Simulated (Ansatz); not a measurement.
BH$_{3}$S$_{3}$: several calculations on one system

**1. Relaxation**

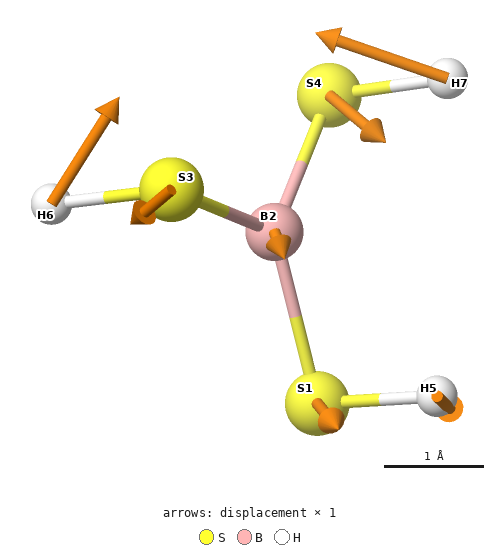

A relaxation of BH$_{3}$S$_{3}$. The starting structure is drawn; orange arrows show the displacements, at their true length. The two geometries are superimposed by the best rigid fit.

The picture is a ball-and-stick view, seen at a tilt.

The run prepares an end point of a later path (torsion) calculation, from a guessed geometry.

Theory: Ansatz, RKS PBE0-D4/def2-SVP.

Input
```yaml
crystal:
  periodic: [false, false, false]
  atoms:
    - { symbol: S, position_ang: [-0.9433, 1.5601, 0.1278] }
    - { symbol: B, position_ang: [0.1446, 0.1072, 0.0563] }
    - { symbol: S, position_ang: [0.3246, -0.9723, 1.5663] }
    - { symbol: S, position_ang: [1.1459, -0.2957, -1.5313] }
    - { symbol: H, position_ang: [-2.0937, 0.833, -0.3218] }
    - { symbol: H, position_ang: [1.4396, -0.186, 2.0399] }
    - { symbol: H, position_ang: [0.0435, -1.1143, -1.9828] }
basis:
  gaussian: { orbitals: def2-SVP }
hamiltonian:
  xc: pbe0
  dispersion: d4
relax:
  f_tol: 0.015
  max_steps: 40
output:
  orbitals: {}
```

Launched with:
```bash
ansatz run input.yaml --threads 1 --pin off --max-ram 2048MiB --backend cpu --events-out ev --progress --plain --runs-dir out
```

Question: Atoms of which element are displaced furthest, and by how much?

Answer: Hydrogen: up to 1.42 Å, against 0.91 Å for sulfur.

Question: What did the optimiser do to the structure, and how much energy did it gain?

Answer: The atom that moves furthest after the best rigid fit is H7 (1.42 Å). Largest moves by element: H 1.42 Å, S 0.91 Å, B 0.36 Å. Near-neighbour distances that change, for instance: B2–S4 1.920 → 1.807 Å, S3–H6 1.444 → 1.349 Å, S4–H7 1.445 → 1.350 Å, S1–H5 1.433 → 1.351 Å. Bond angles that change, for instance: B2–S4–H7 88.8° → 98.7°, S3–B2–S4 119.9° → 126.3°, B2–S3–H6 91.4° → 97.8°. Groups turn about S1–B2 by about 85°, B2–S4 by about 85°, B2–S3 by about 85°. Over 16 accepted moves (17 points after the start) the energy falls by 2.092 eV. The largest force component goes from 1.9 to 0.014 eV/Å. The line search rejected the trial step at point 12 of the run. The run took of the order of 50 core-seconds on a shared host.

**2. Relaxation**

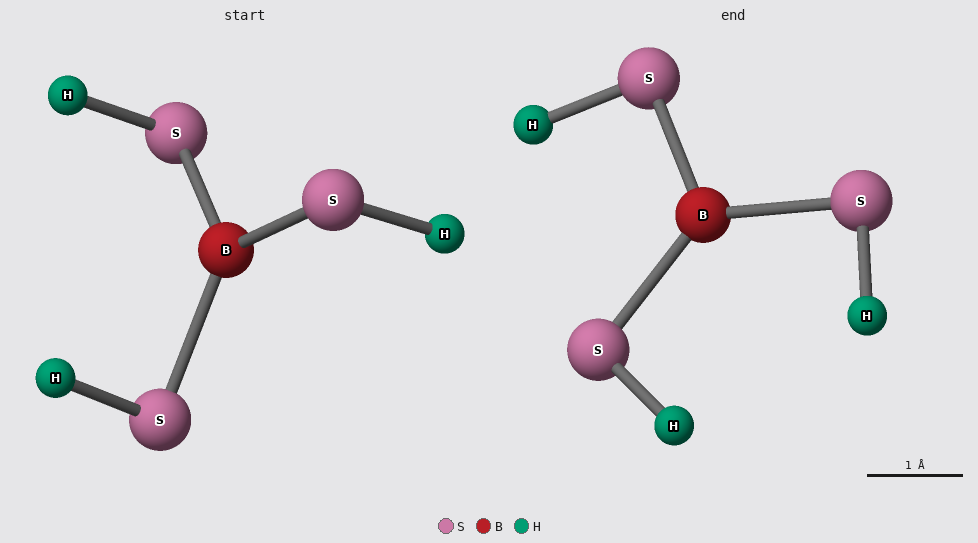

The structure of BH$_{3}$S$_{3}$ before (left) and after (right) a relaxation, at one scale.

The picture is a ball-and-stick view, seen at a tilt.

The run prepares an end point of a later path (torsion) calculation, from a guessed geometry.

Computed with RKS PBE0-D4/def2-SVP in Ansatz 0.2.0. Set-up: no spin polarisation; force threshold 0.015 eV/Å; at most 40 steps.

What changed between the two?

Answer. Over 19 accepted moves (20 points after the start) the energy falls by 202.1 kJ/mol. The largest force component goes from 1.8 to 0.0052 eV/Å. The line search rejected the trial step at point 12 of the run. The atom that moves furthest after the best rigid fit is an H atom (1.46 Å). By element the largest moves are H 1.46 Å, S 0.94 Å, B 0.39 Å. Some distances before and after: B–S 1.920 → 1.808 Å, H–S 1.445 → 1.350 Å, B–S 1.865 → 1.810 Å, B–S 1.816 → 1.809 Å. Among the angles between lasting bonds that change: B–S–H 88.8° → 98.8°, S–B–S 120.9° → 126.4°, B–S–H 91.4° → 96.9°. Groups turn about B–S by about 90°, B–S by about 90°, B–S by about 90°.

**3. Path**

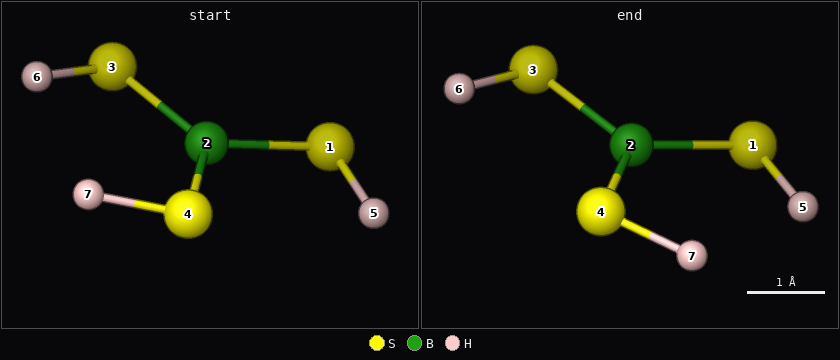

The two relaxed end points of a path for BH3S3. The picture is a ball-and-stick view, seen from a free direction.

All numbers below come from Ansatz, RKS PBE0-D4/def2-SVP.

Set-up: 5 movable images; climbing image; force threshold 0.05 eV/Å; iteration limit 55.

Start:
```xyz
7

S    -1.5023    1.3970    0.4125
B    -0.1778    0.1837    0.1944
S     0.5987   -0.3848    1.7251
S     0.2490   -0.3404   -1.4819
H    -1.8512    1.4938   -0.8886
H     1.5502   -1.1626    1.1688
H     1.1945   -1.2546   -1.1759
```

End:
```xyz
7

S    -1.3732    1.2226    0.2459
B    -0.0042    0.0431    0.3250
S     0.6210   -0.2931    1.9904
S     0.7670   -0.8008   -1.0757
H    -1.5506    1.2072   -1.0911
H     1.5813   -1.1716    1.6295
H     0.0200   -0.2755   -2.0696
```

Q: What barrier does the band find between them, and by what path?

A: The barrier is about 0.287 eV in both directions, with image 3 at the top; the ends have the same energy. The motion is a rotation about the B2–S4 bond by about 185°. No bond forms or breaks between the ends. Among the angles between lasting bonds that change up to the highest image: B2–S4–H7 98.7° → 93.1°, S3–B2–S4 126.3° → 121.8°. The band converged in 13 iterations. The largest component of the band force went from 180 to 0.0081 eV/Å. The climbing image converged on the top of the path. Its vibrational analysis gives one imaginary mode (321i cm⁻¹), as a transition state must have.

Energies of the converged images:

| image | path (Å) | E (eV) |
| --- | --- | --- |
| 0 | 0.00 | 0.000 |
| 1 | 0.57 | 0.021 |
| 2 | 1.13 | 0.177 |
| 3 | 1.70 | 0.287 |
| 4 | 2.24 | 0.187 |
| 5 | 2.77 | 0.031 |
| 6 | 3.31 | 0.000 |

The geometry at the top of the path:

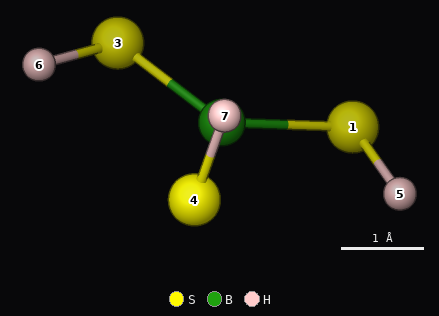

The run took of the order of 3 core-minutes on a shared host.
